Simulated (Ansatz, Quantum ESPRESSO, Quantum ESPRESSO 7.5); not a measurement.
# Band edges of Mo2CO2 MXene, 1 layer under strain

Aim: band edges, gap and stiffness of Mo2CO2 MXene, 1 layer under biaxial strain.

Method: plane-wave DFT, PBE, GBRV ultrasoft pseudopotentials (geometry by Ansatz 0.2.0 with PAW datasets; geometry under PBE), in Quantum ESPRESSO 7.5.

**1. Starting point**

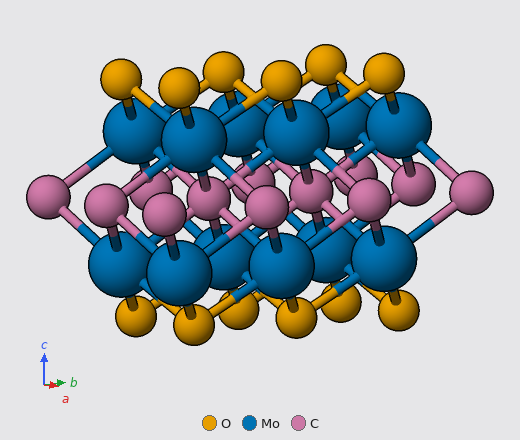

Start, viewed from the side, with the c axis up; oxygen orange, molybdenum blue, carbon pink. 2×3×1 cells are drawn. Some periodic images of atoms are drawn too.

The cell holds 5 atoms: 2 O, 2 Mo and 1 C. Its edges and angles: a = 3.025 Å, b = 3.025 Å, c = 19.519 Å, α = 90.0°, β = 90.0°, γ = 120.0°. It derives from Mo2CO2. Vacuum lies along c.

**2. Geometry from Ansatz**

The geometry comes first, from a plane-wave PAW code, so that the later runs on this slab share one structure.

Input file input.yaml:

```yaml
crystal:
  lattice:
    - [3.024736, 0.0, 0.0]
    - [-1.512368, 2.6194982157, 0.0]
    - [0.0, 0.0, 19.5190393187]
  atoms:
    - { symbol: O, position: [0.3333333333, 0.6666666667, 0.3842402219] }
    - { symbol: Mo, position: [0.6666666667, 0.3333333333, 0.438855585] }
    - { symbol: C, position: [0.0, 0.0, 0.5] }
    - { symbol: Mo, position: [0.3333333333, 0.6666666667, 0.561144415] }
    - { symbol: O, position: [0.6666666667, 0.3333333333, 0.6157597781] }
kpoints:
  mp_grid: { grid: [12, 12, 1] }
hamiltonian:
  xc: pbe
scf:
  occupations: { method: fermi_dirac, width: 0.05 }
  convergence: { dr2_threshold: 1.0e-08 }
efield:
  axis: 3
  dipole_correction: true
  ramp_position: 0.97
  ramp_width: 0.04
relax:
  f_tol: 0.01
  cell: { fix: [c, alpha, beta] }
output:
  write_potential: true
  write_density: true
  volumetric_format: npy
```

Run with:

```bash
$ ansatz run input.yaml --threads 2 --pin off --max-ram 4096MiB --backend cpu --events-out ev --progress --plain --runs-dir out
```

Numbers of over 12 decimals in the logs are rounded to 6 here.

Output:

```text
Warning: relax.cell: scf.convergence.dr2_threshold = 1e-8 eV is looser than the 5e-10 eV advised for a relaxation that steers and ends on the stress (1e-10 eV for each atom of the cell: 5). What an SCF threshold leaves in a stress goes as its square root, and in the free energy as the threshold itself, and one threshold admits the most on a small cell: [figures from the program's tests cut] Set scf.convergence.dr2_threshold to 5e-10 eV or tighter. The threshold is an SCF's pass mark: one that does not reach it within its budget of iterations ends unconverged, or closes short of it on a stop that the run arms, and scf.convergence.dr2_threshold's page says what that costs each kind of run
Engine: ansatz 0.2.0, x86_64-unknown-linux-gnu
Pseudopotentials: kind: paw
Pseudopotential: O, paw, valence charge 6, recommended cutoff 420 eV (normal), O.paw.azcp
Pseudopotential: Mo, paw, valence charge 14, recommended cutoff 420 eV (normal), Mo.paw.azcp
Pseudopotential: C, paw, valence charge 4, recommended cutoff 420 eV (normal), C.paw.azcp
Functional definition: PBE
  parameter kappa = 0.804
  parameter beta = 0.066725
  exchange = pbe_x(kappa = kappa, mu = beta*pi^2/3)
  correlation = pbe_c(beta = beta)
Crystal: 5 atoms, lattice volume = 154.655 Å³
Basis set: ecut = 420 eV, 2945 PW (Γ), exchange–correlation on 48×48×270 points (8 copies of the dense FFT grid, shifted against one another)
Bands: 27, of which v1, the nominal top of the filled ones, is band 22 counted from 1 (21 counted from 0)
Symmetry: 6 space group operations
k-points: 19 of 144 (time reversal used)
Non-local potential: O, projectors of the file, l = 0: 2, l = 1: 2, l = 2: 1
Non-local potential: Mo, projectors of the file, l = 0: 3, l = 1: 2, l = 2: 2, l = 3: 1
Non-local potential: C, projectors of the file, l = 0: 2, l = 1: 2, l = 2: 1
PAW form: soft (Blöchl's): semilocal exchange-correlation on the pseudo side does not see the compensation charge
PAW one-centre angular grid: O, 110 points (default); XC on 64 Gauss nodes
PAW one-centre angular grid: Mo, 590 points (default); XC on 64 Gauss nodes
PAW one-centre angular grid: C, 110 points (default); XC on 64 Gauss nodes
Initial density: superposition of atomic densities (neutral atoms: chi_scale 0, normalization atom), corrected by the library's trained network
Initial wavefunctions: pseudopotential atomic-orbital guess
Functional: x = pbe(κ = 0.804, μ = 0.219515), c = pbe(β = 0.066725)
SCF iter   1: F=—  HF=-11297.191101 eV  |F-HF|=—  |Δ(HF+E_count)|=         —  Δρ=6.65e-3  dr2=7.10e-2  ethr=1.77e-3  p=-0.000 e·Å  D=-4.30e-4 V/Å  ΔV_dip=0.01 eV  dr2_dipole=1.00e-5  V_vac-E_F(+/−)=5.37/5.36 eV  ⟨swp⟩=9.7  Hψ=3109  notcnv=0
efield: sawtooth ramp at fractional position 0.9700 (set: `efield.ramp_position`, or a place that a band, a saddle search or an elastic batch's reference lends), width 0.0400; the density the first Hamiltonian is built on has a dipole p = -0.000 e·Å; the dipole correction subtracts the counter field D = -4.30e-4 V/Å, which shifts the + side's vacuum level by +0.01 eV against the − side's; the planar-averaged density in the ramp window peaks in size at 2.4e-5 e/Å³
preconditioner: auto → LDOS  [metal: Δε(μ)=0.021 eV  Ē_g=8.830 eV  σ=0.050 eV  W_gap=0.11  n_scr=12 (ndim 8)  ℏωp=15.8 eV  f_vac=0.642  D(μ)=4.01/eV (n_scr^D=12)  β→1.0]
SCF iter   2: F=—  HF=-11297.181883 eV  |F-HF|=—  |Δ(HF+E_count)|=   9.22e-3  Δρ=3.69e-3  dr2=1.35e-2  ethr=1.61e-4  p=-0.000 e·Å  D=-4.89e-5 V/Å  ΔV_dip=0.00 eV  dr2_dipole=5.59e-7  V_vac-E_F(+/−)=5.67/5.67 eV  ⟨swp⟩=2.7  Hψ=1138  notcnv=0
SCF iter   3: F=—  HF=-11297.180417 eV  |F-HF|=—  |Δ(HF+E_count)|=   1.47e-3  Δρ=1.23e-3  dr2=1.98e-3  ethr=3.06e-5  p=-0.000 e·Å  D=-1.38e-5 V/Å  ΔV_dip=0.00 eV  dr2_dipole=2.25e-9  V_vac-E_F(+/−)=5.72/5.72 eV  ⟨swp⟩=3.3  Hψ=1234  notcnv=0
SCF iter   4: F=—  HF=-11297.180188 eV  |F-HF|=—  |Δ(HF+E_count)|=   2.29e-4  Δρ=3.15e-4  dr2=1.30e-4  ethr=4.50e-6  p=-0.000 e·Å  D=-4.01e-6 V/Å  ΔV_dip=0.00 eV  dr2_dipole=2.03e-9  V_vac-E_F(+/−)=5.73/5.73 eV  ⟨swp⟩=2.2  Hψ=711  notcnv=0
SCF iter   5: F=—  HF=-11297.180212 eV  |F-HF|=—  |Δ(HF+E_count)|=   2.40e-5  Δρ=4.27e-5  dr2=2.94e-6  ethr=2.96e-7  p=-0.000 e·Å  D=-2.54e-6 V/Å  ΔV_dip=0.00 eV  dr2_dipole=3.93e-10  V_vac-E_F(+/−)=5.73/5.73 eV  ⟨swp⟩=2.3  Hψ=934  notcnv=0
SCF iter   6: F=—  HF=-11297.180261 eV  |F-HF|=—  |Δ(HF+E_count)|=   4.94e-5  Δρ=1.16e-5  dr2=1.28e-7  ethr=6.69e-9  p=0.000 e·Å  D=4.26e-7 V/Å  ΔV_dip=-0.00 eV  dr2_dipole=1.09e-11  V_vac-E_F(+/−)=5.74/5.74 eV  ⟨swp⟩=3.4  Hψ=1139  notcnv=0
SCF iter   7: F=-11297.180262 eV  HF=-11297.180262 eV  |F-HF|=1.22e-7  |Δ(HF+E_count)|=   2.68e-7  Δρ=2.94e-6  dr2=9.69e-9  ethr=2.27e-11  p=0.000 e·Å  D=3.42e-8 V/Å  ΔV_dip=-0.00 eV  dr2_dipole=1.10e-11  V_vac-E_F(+/−)=5.74/5.74 eV  ⟨swp⟩=12.0  Hψ=4526  notcnv=0
SCF 1 converged in 7 iterations: F = -11297.180262 eV  dr2 = 9.69e-9
  greatest PAW one-centre occupation: 0.998 electrons in one spin orbital (limit 2), on the Mo atom at site 3 (counted from 0), in its partial waves of l = 0
relax step   1: F+E_penalty+E_count = -11297.18026175 eV  Δ(F+E_penalty+E_count) = +0.000e0 eV  max|allowed force component| = 1.508e0 eV/Å  Δτ_max = 0.0000 Å  P = +3.493 GPa  Ω = 154.655 Å³  fix = [c, alpha, beta]  reactions: c +1.198 GPa  (7 SCF iters, accepted)
Crystal: 5 atoms, lattice volume = 162.360 Å³
Basis set: ecut = 420 eV, 3161 PW (Γ), exchange–correlation on 48×48×270 points (8 copies of the dense FFT grid, shifted against one another)
Initial density: handed on by an earlier stage of this run
Initial wavefunctions: those handed on with the density
iter 1 solved again at ethr=1.34e-4 eV; its pass at ethr=3.10e-3 eV (dr2=5.90e-2 eV) is discarded
SCF iter   1: F=—  HF=-11297.369051 eV  |F-HF|=—  |Δ(HF+E_count)|=         —  Δρ=7.13e-3  dr2=5.86e-2  ethr=1.34e-4  p=0.000 e·Å  D=4.76e-6 V/Å  ΔV_dip=-0.00 eV  dr2_dipole=5.44e-10  V_vac-E_F(+/−)=5.85/5.85 eV  ⟨swp⟩=1.8  Hψ=3845  notcnv=0
efield: sawtooth ramp at fractional position 0.9700 (set: `efield.ramp_position`, or a place that a band, a saddle search or an elastic batch's reference lends), width 0.0400; the density the first Hamiltonian is built on has a dipole p = 0.000 e·Å; the dipole correction subtracts the counter field D = 4.76e-6 V/Å, which shifts the + side's vacuum level by -0.00 eV against the − side's; the planar-averaged density in the ramp window peaks in size at 2.7e-6 e/Å³
[...]
relax step   5: F+E_penalty+E_count = -11297.38607477 eV  Δ(F+E_penalty+E_count) = -4.046e-4 eV  max|allowed force component| = 1.284e-2 eV/Å  Δτ_max = 0.0034 Å  P = +0.037 GPa  Ω = 161.265 Å³  energy of the carried Pulay correction = -7.851e-3 eV  fix = [c, alpha, beta]  reactions: c -0.063 GPa  (5 SCF iters, accepted)
[...]
relax step   6: F+E_penalty+E_count = -11297.38595331 eV  Δ(F+E_penalty+E_count) = +1.215e-4 eV  max|allowed force component| = 1.016e-3 eV/Å  Δτ_max = 0.0007 Å  P = -0.023 GPa  Ω = 161.405 Å³  energy of the carried Pulay correction = -8.014e-3 eV  fix = [c, alpha, beta]  reactions: c -0.064 GPa  (5 SCF iters, accepted)
[...]
relax step   7: F+E_penalty+E_count = -11297.39635605 eV  Δ(F+E_penalty+E_count) = -1.040e-2 eV  max|allowed force component| = 3.231e-4 eV/Å  Δτ_max = 0.0000 Å  P = +0.079 GPa  Ω = 161.405 Å³  fix = [c, alpha, beta]  reactions: c -0.003 GPa  stress off target by 1.20e-1 GPa on what of the cell is left free  SCF on the basis re-selected at this cell (its energy is not comparable with the rows above)  (5 SCF iters)
[...]
relax step   8: F+E_penalty+E_count = -11297.39620377 eV  Δ(F+E_penalty+E_count) = +1.523e-4 eV  max|allowed force component| = 4.289e-4 eV/Å  Δτ_max = 0.0013 Å  P = +0.003 GPa  Ω = 161.599 Å³  energy of the carried Pulay correction = -2.279e-4 eV  fix = [c, alpha, beta]  reactions: c -0.001 GPa  (5 SCF iters, accepted)
iter 1 solved again at ethr=8.63e-7 eV; its pass at ethr=3.10e-3 eV (dr2=3.80e-4 eV) is discarded
SCF iter   1: F=—  HF=-11297.396067 eV  |F-HF|=—  |Δ(HF+E_count)|=         —  Δρ=4.00e-5  dr2=6.75e-8  ethr=8.63e-7  p=0.000 e·Å  D=5.73e-6 V/Å  ΔV_dip=-0.00 eV  dr2_dipole=2.50e-11  V_vac-E_F(+/−)=6.35/6.35 eV  ⟨swp⟩=4.0  Hψ=4599  notcnv=0
efield: sawtooth ramp at fractional position 0.9700 (set: `efield.ramp_position`, or a place that a band, a saddle search or an elastic batch's reference lends), width 0.0400; the density the first Hamiltonian is built on has a dipole p = 0.000 e·Å; the dipole correction subtracts the counter field D = 5.73e-6 V/Å, which shifts the + side's vacuum level by -0.00 eV against the − side's; the planar-averaged density in the ramp window peaks in size at 5.0e-6 e/Å³
eigensolver tolerance schedule: the retry pair's looser diagonalisation over-reported the residual by 5627.83 of it (diagonalisation noise at an unbounded share of the residual, at the tolerance the schedule requests for it); recorded, not acted on — ethr = c·dr2/N_el stays at c = 1.0e-1
preconditioner: auto → LDOS  [metal: Δε(μ)=0.122 eV  Ē_g=8.426 eV  σ=0.050 eV  W_gap=0.49  n_scr=12 (ndim 8)  ℏωp=15.5 eV  f_vac=0.646  D(μ)=1.92/eV (n_scr^D=8)  β→1.0]
SCF iter   2: F=—  HF=-11297.396423 eV  |F-HF|=—  |Δ(HF+E_count)|=   3.55e-4  Δρ=5.27e-6  dr2=3.07e-8  ethr=1.53e-10  p=0.000 e·Å  D=5.96e-6 V/Å  ΔV_dip=-0.00 eV  dr2_dipole=8.93e-11  V_vac-E_F(+/−)=6.35/6.35 eV  ⟨swp⟩=4.5  Hψ=1662  notcnv=0
SCF iter   3: F=—  HF=-11297.396421 eV  |F-HF|=—  |Δ(HF+E_count)|=   1.67e-6  Δρ=2.93e-6  dr2=1.29e-8  ethr=6.97e-11  p=0.000 e·Å  D=5.58e-6 V/Å  ΔV_dip=-0.00 eV  dr2_dipole=5.89e-12  V_vac-E_F(+/−)=6.35/6.35 eV  ⟨swp⟩=2.6  Hψ=836  notcnv=0
SCF iter   4: F=-11297.396423 eV  HF=-11297.396423 eV  |F-HF|=1.52e-7  |Δ(HF+E_count)|=   1.51e-6  Δρ=7.83e-7  dr2=8.03e-10  ethr=2.27e-11  p=0.000 e·Å  D=5.66e-6 V/Å  ΔV_dip=-0.00 eV  dr2_dipole=3.91e-12  V_vac-E_F(+/−)=6.35/6.35 eV  ⟨swp⟩=14.0  Hψ=4131  notcnv=0
SCF 9 converged in 4 iterations: F = -11297.396423 eV  dr2 = 8.03e-10
relax step   9: F+E_penalty+E_count = -11297.39642276 eV  Δ(F+E_penalty+E_count) = -2.190e-4 eV  max|allowed force component| = 4.566e-4 eV/Å  Δτ_max = 0.0000 Å  P = +0.004 GPa  Ω = 161.599 Å³  fix = [c, alpha, beta]  reactions: c -0.001 GPa  stress off target by 5.97e-3 GPa on what of the cell is left free  SCF on the basis re-selected at this cell (its energy is not comparable with the rows above)  (4 SCF iters)
basis re-selected at this cell: Δ(F+E_penalty+E_count) = -2.190e-4 eV, ΔP = +0.001 GPa vs the last step (what re-selecting the basis moved, of the pressure what is left beyond the Pulay correction that the steps carried, after the strain that the cell walked since its last selection, with what the two solves' SCF thresholds leave and, on support functions, any second-order correction that the steps lacked; it is no m [...]
WARN: The output density's exchange-correlation potential varies sharply where the density is thin. Do not read a vacuum level from v_tot or v_xc, or from such a field of the output density. On a cell that repeats whose density bears no net charge and no dipole along the vacuum's axis use v_es (v_loc + v_h of the components); under efield.dipole_correction with no amplitude use v_es + v_field, which holds any externa [...]
SCF converged after 4 iterations
Free energy (F): -11297.396423 eV
Harris-Foulkes:  -11297.396423 eV  (|F-HF|=1.52e-7)
Internal energy: -11297.380061 eV  (E = F + TS)
E sigma→0 (E₀):  -11297.388242 eV
Entropy (-TS):   -0.016362 eV (-3.272 meV/atom)
Fermi energy:    1.016576 eV
Dipole field:    D = 0.000009 V/Å  (p = 0.000008 e·Å, saw-weighted, corrected)
Work function:   Φ+ = 6.3464 eV   Φ− = 6.3465 eV
Levels:          The Fermi level and band energies are counted from a zero that moves with the ramp; work functions are not
--- Per-component energies (eV) ---
  E_band       = -839.225134
  E_kinetic    = 1319.684102
  E_local      = -38751.303429  (includes V_loc(G=0)·N_el)
  E_nonlocal   = 405.095123
  E_hartree    = 18627.776579
  E_xc         = -562.696781
  E_vxc        = -706.025886  (∫ρ·V_xc dr)
  E_paw        = -6815.158165  (= ΣΔE_a)
  E_vpaw       = -362.234013  (= ΣTr[D̂ρ^β])
  E_aug_tail   = 0.004818  (compensation charges beyond the density's cutoff)
  E_efield     = 0.000000  (sawtooth field / dipole correction)
  E_vefield    = -0.000074  (∫n·V_field dr)
  E_ewald      = 14479.217691
  E_smearing   = -0.016362  (= −TS)
  E_closure    = -0.000000  (closes the sum)
  Σ components = -11297.396423   (vs F -11297.396423, Δ=0.00e0)
--- Forces (eV/Å), atoms counted from 1 ---
  atom   1  O      0.00000000     0.00000000    -0.00014431
  atom   2  Mo     0.00000000     0.00000000     0.00045626
  atom   3  C      0.00000000    -0.00000000    -0.00000239
  atom   4  Mo     0.00000000    -0.00000000    -0.00045498
  atom   5  O      0.00000000    -0.00000000     0.00014385
  max |Σ_I F_I| component: 1.57e-6 eV/Å
--- Stress (GPa, compression-positive) ---
        0.005971      -0.000000       0.000000
       -0.000000       0.005971      -0.000000
        0.000000      -0.000000      -0.001214
  P = ⅓ Tr σ = 0.0036 GPa (0.036 kbar)
--- Band table (eV; the first three rows and the last of 19) ---
  k-point 0: bands = [... 18 lower, -1.2810, -1.2810, -1.2009, -1.2009, 0.4588, 1.3328, 1.3328, 2.9080, ... 1 higher]
  k-point 1: bands = [... 18 lower, -1.9663, -1.2174, -0.7651, -0.5164, 0.5083, 1.4268, 1.4803, 2.9053, ... 1 higher]
  k-point 2: bands = [... 18 lower, -2.4901, -1.3669, -0.7623, 0.0103, 0.9172, 1.6909, 1.7845, 2.8426, ... 1 higher]
  k-point 18: bands = [... 18 lower, -2.9468, -2.9468, 0.4378, 0.5666, 0.5666, 2.5146, 2.5146, 3.1335, ... 1 higher]
--- Relaxed structure (7 steps of the walk, 7 accepted, 2 SCFs on fresh bases) ---
  F+E_penalty+E_count = -11297.39642276 eV   max|allowed force component| = 4.566e-4 eV/Å   (the final SCF, on the basis selected at the relaxed cell)
  cell:  # Å, volume = 161.5985 Å³
    - [3.091891, 0, 0]
    - [-1.545945, 2.677656, 0]
    - [0, 0, 19.5190393187]
  atoms:
    - { symbol: O, position: [0.333333, 0.666667, 0.385412] }
    - { symbol: Mo, position: [0.666667, 0.333333, 0.442733] }
    - { symbol: C, position: [0, 0, 0.500000] }
    - { symbol: Mo, position: [0.333333, 0.666667, 0.557267] }
    - { symbol: O, position: [0.666667, 0.333333, 0.614588] }
```

Elapsed: 9.5 s, on 2 threads of AMD EPYC 9R45, shared host; peak memory 0.5 GiB; 18 s of CPU time.

Relaxation path:

| step | energy less that of the first step (eV) | largest force component (eV/Å) | pressure (GPa) | volume (Å³) |
| --- | --- | --- | --- | --- |
| 1 | 0.0000 | 1.5085 | 3.49 | 154.66 |
| 2 | -0.1811 | 0.6740 | 0.21 | 162.36 |
| 3 | -0.2050 | 0.0621 | -0.31 | 161.60 |
| 4 | -0.2054 | 0.0509 | 0.01 | 161.53 |
| 5 | -0.2058 | 0.0128 | 0.04 | 161.26 |
| 6 | -0.2057 | 0.0010 | -0.02 | 161.41 |
| 7* | -0.2161 | 0.0003 | 0.08 | 161.41 |
| 8 | -0.2159 | 0.0004 | 0.00 | 161.60 |
| 9* | -0.2162 | 0.0005 | 0.00 | 161.60 |

Relaxation steps marked * repeat the geometry before them on a plane-wave basis chosen anew for their cell, so energy and pressure can jump there.

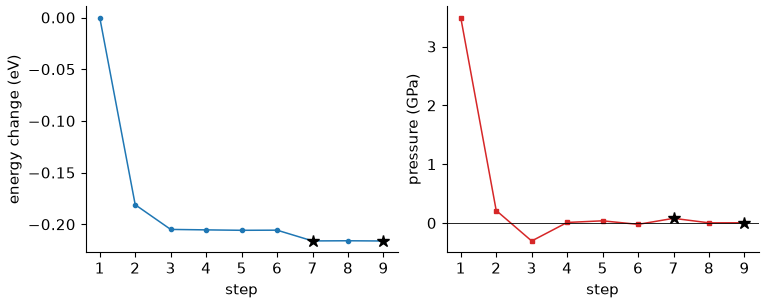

Energy and pressure along the relaxation. Stars mark steps on a basis chosen anew.

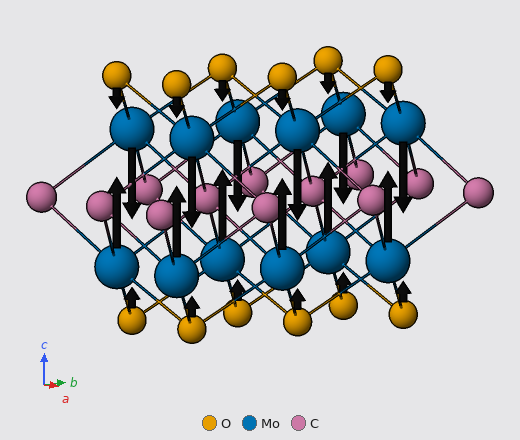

Displacements in the relaxation, exaggerated, measured against the changing cell; the longest in the cell stands for 0.08 Å. 2×3×1 cells are drawn. Some periodic images of atoms are drawn too.

| cell as run | before | after | change |
| --- | --- | --- | --- |
| a (Å) | 3.025 | 3.092 | +2.2 % |
| b (Å) | 3.025 | 3.092 | +2.2 % |

The atoms that moved most (Å, along periodic axes as changes of fractional coordinates times the final cell, across vacuum about the mean position):

| atom | dx | dy | dz | length |
| --- | --- | --- | --- | --- |
| Mo4 | 0.000 | 0.000 | -0.076 | 0.076 |
| Mo2 | 0.000 | 0.000 | 0.076 | 0.076 |
| O1 | 0.000 | 0.000 | 0.023 | 0.023 |
| O5 | 0.000 | 0.000 | -0.023 | 0.023 |

The relaxed structure:

```xyz
5
Lattice="3.0919 0.0000 0.0000 -1.5459 2.6777 0.0000 0.0000 0.0000 19.5190" Properties=species:S:1:pos:R:3
O     0.0000    1.7851    7.5229
Mo    1.5459    0.8926    8.6417
C     0.0000    0.0000    9.7595
Mo    0.0000    1.7851   10.8773
O     1.5459    0.8926   11.9962
```

Numbers from this step:

* free energy: -11297.3964 eV
* energy at zero smearing: -11297.3882 eV
* smearing term TS: 0.01636 eV
* Fermi energy: 1.017 eV
* symmetry operations: 6
* work function of the upper face: 6.346 eV
* work function of the lower face: 6.347 eV
* dipole along the normal: 7.70e-6 e·Å

(Continued in part 2 of 2.)

[Logs are printed without paths, hosts, clocks, repeated set-up lines and the standing remarks that a program may print on its own settings, such as how far it seeks lower states.]

[Hosts, paths, dates, database ids (printed as entryN), source tags and the programs' standing remarks are cut or masked in the printed files.]

[Maps of the electrostatic potential energy from Ansatz leave out the sawtooth potential of an applied field or a dipole correction, so their vacuum need not be flat; planar profiles and work functions include it.]
